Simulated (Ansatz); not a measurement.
Dissociation curve of BeH, doublet.

Levels of theory: ROCCSD(T) = CCSD(T) on ROHF/def2-SVP, frozen core run with Ansatz (a program for electronic structure); UCCSD(T) = CCSD(T) on UHF/def2-SVP, frozen core run with Ansatz; UKS-B3LYP = unrestricted B3LYP/def2-SVP (Ansatz); UKS-PBE = unrestricted PBE/def2-SVP (Ansatz); UKS-CAM-B3LYP = unrestricted CAM-B3LYP/def2-SVP (Ansatz); FCI = full CI/def2-SVP, frozen core (Ansatz).

Cost and accuracy over the 22 points of the scan, with FCI as yardstick. Costs are rough ratios of core time within Ansatz on shared cores, each with its mean field (Kohn-Sham runs search longer for lower solutions than correlated ones do); the miss is the largest error against full CI of the curve after the mean shift, in kJ/mol.

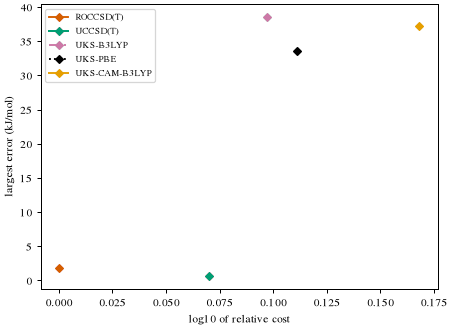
*Miss against cost, one point a level.*

| level | relative cost | largest error |
|---|---|---|
| ROCCSD(T) | 1 | 1.8 |
| UCCSD(T) | 1 | 0.6 |
| UKS-B3LYP | 1 | 38.5 |
| UKS-PBE | 1 | 33.6 |
| UKS-CAM-B3LYP | 1 | 37.2 |

Costs within a factor of two of each other count as equal.

The T1 diagnostic of CCSD on the restricted reference of ROCCSD(T) exceeds 0.045 at 1.86 to 2.74 Å. The unrestricted determinant behind UCCSD(T) is spin-contaminated at 2.07 to 5.40 Å (<S²> up to 1.0, against 0.75 for a pure doublet).
